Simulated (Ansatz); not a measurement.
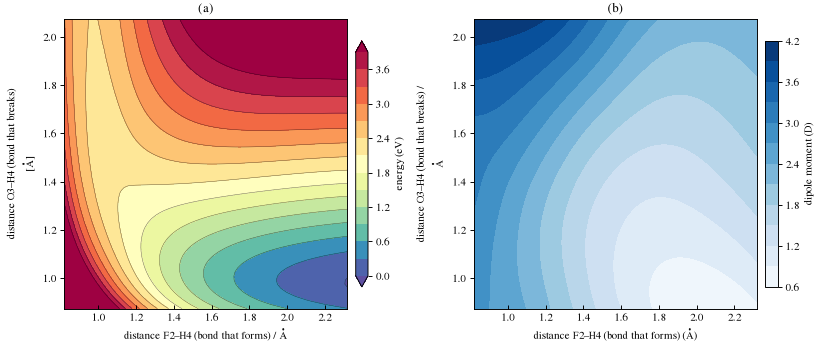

The reacting system Cl2FHHfO. First axis: distance F2–H4 (bond that forms). Second axis: distance O3–H4 (bond that breaks). Relaxed at each point: all other coordinates. The scan uses a 7 × 7 grid. Points are written as (first, second). Energies are in eV, from the lowest grid point. The reference is spin-restricted, so regions where a bond is pulled apart into radicals lie too high. These are results of RKS B3LYP-D4/def2-SVP (Ansatz), not measurements.

Panel (a) is the energy and panel (b) the computed dipole moment on the same grid.

The picture shows filled contours, one colour for all values above the top of the scale. Between grid points the surface is interpolated.

### How does the dipole moment vary over the map, and what is it at the lowest grid point?

Leaving out the highest fifth of the energies, it runs from 0.65 D at (2.013 Å, 0.873 Å) to 4.10 D at (0.979 Å, 2.073 Å). At the lowest grid point, (2.319 Å, 1.001 Å), it is 1.08 D. That point lies on the edge of the scan.
